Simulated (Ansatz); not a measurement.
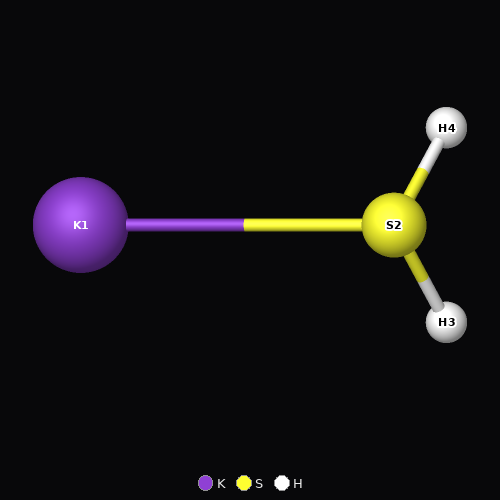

The system is H₂KS, charge +1; the picture shows the reference structure. The turn is about an axis along (−0.60, −0.79, 0.12) in the frame of the relaxed pair, normal to the line between the partners. The first coordinate is: distance S2···K1; the second: turn of K1 about S2. The scan uses a 9 × 9 grid; 45 points were computed and 36 follow by symmetry. Points are written as (first, second). All energies are given in kcal/mol relative to the lowest grid point. The calculation used Ansatz 0.2.0, RKS wB97X-V/def2-SVPD.

Its coordinates:

```yaml
atoms:
  - { symbol: K, position_ang: [0.1205, 0.0339, -2.6397] }
  - { symbol: S, position_ang: [0.2891, 0.4086, 0.5729] }
  - { symbol: H, position_ang: [-0.9885, 0.3728, 1.0052] }
  - { symbol: H, position_ang: [0.5789, -0.8152, 1.0615] }
```

Range: distance S2···K1 from 2.721 to 5.321 Å; turn of K1 about S2 from −90.0 to 90.0°.

> What will the energy surface look like?

The lowest grid point is at (3.379 Å, 0.0°). The bottom of the well lies between grid points, at about (3.239 Å, 0°), about 0.24 kcal/mol lower on the interpolated surface. No other kind of well shows on this grid. The highest grid point, (2.721 Å, −90.0°), lies 25.8 kcal/mol above the lowest. Round the minimum the two coordinates are nearly uncoupled.

```
turn of K1 about S2 ↓, distance S2···K1 →  2.721  2.862  3.094  3.379  3.706  4.067  4.459  4.877  5.321
                                     90.0   25.8   19.1   13.5   11.2   10.8   10.9   11.1   11.3   11.3
                                     67.5   17.1   12.8    9.5    8.5    8.8    9.3    9.8   10.2   10.5
                                     45.0   11.4    7.6    5.0    4.6    5.5    6.6    7.7    8.5    9.1
                                     22.5    8.3    4.3    1.5    1.3    2.6    4.3    5.8    7.0    8.0
                                      0.0    7.3    3.0    0.1    0.0    1.5    3.3    5.1    6.5    7.5
                                    −22.5    8.3    4.3    1.5    1.3    2.6    4.3    5.8    7.0    8.0
                                    −45.0   11.4    7.6    5.0    4.6    5.5    6.6    7.7    8.5    9.1
                                    −67.5   17.1   12.8    9.5    8.5    8.8    9.3    9.8   10.2   10.5
                                    −90.0   25.8   19.1   13.5   11.2   10.8   10.9   11.1   11.3   11.3
```

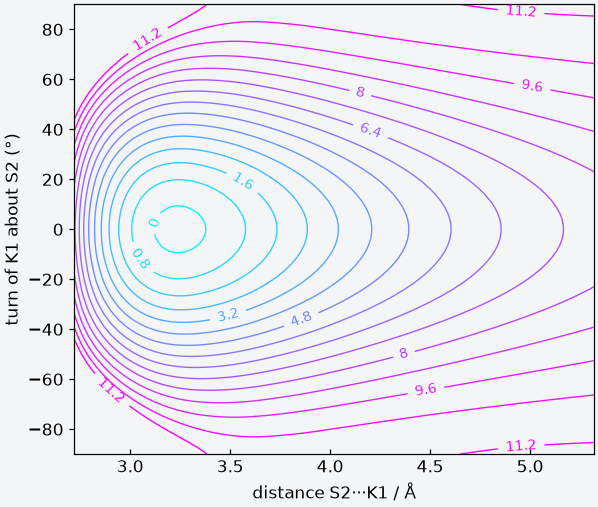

The picture shows contour lines labelled in kcal/mol (none above 11.2). Between grid points the surface is interpolated.

The whole map (45 points run) took 8.3 min on 1 thread of Arm Neoverse V1, on a shared host.
